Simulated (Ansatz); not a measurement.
Process, species as SMILES: [BH] (BH) (closed-shell singlet) → B atom + H atom
B3LYP-D3(BJ)/def2-TZVP geometries, fixed; electronic energies without zero-point terms.
Largest species:
```
B
H 1 1.2331
```
Charge 0, spin multiplicity 1.

Basis-set convergence of the atomisation energy at PBE0 with Ansatz (a first-principles code). All functions are spherical. The program fits the integrals of some runs and decomposes those of others, by size. Open shells are unrestricted. No added dispersion term, no relativity. Functions are those of the species that has most. Reference: the value in aug-cc-pV5Z, 80.59 kcal/mol, itself unsure by roughly 0.01 kcal/mol (its mean distance from pcseg-4, aug-pcseg-3, aug-cc-pVQZ). Deviations are taken from unrounded values.

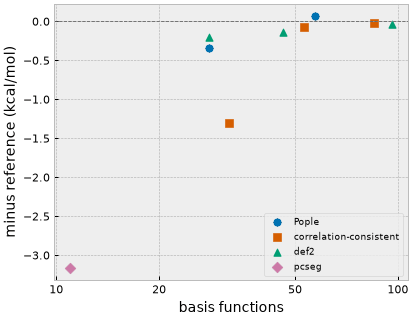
*Deviation from the reference against the number of basis functions, by family of sets.*

```tsv
basis	functions	atomisation energy (kcal/mol)	minus reference (kcal/mol)
pcseg-0	11	77.43	-3.16
6-311+G**	28	80.25	-0.34
def2-SVPD	28	80.39	-0.21
aug-cc-pVDZ	32	79.29	-1.31
def2-TZVPD	46	80.46	-0.14
jun-cc-pV(T+d)Z	53	80.52	-0.07
6-311++G(3df,3pd)	57	80.66	0.07
cc-pVQZ	85	80.57	-0.02
def2-QZVPPD	96	80.55	-0.04
```
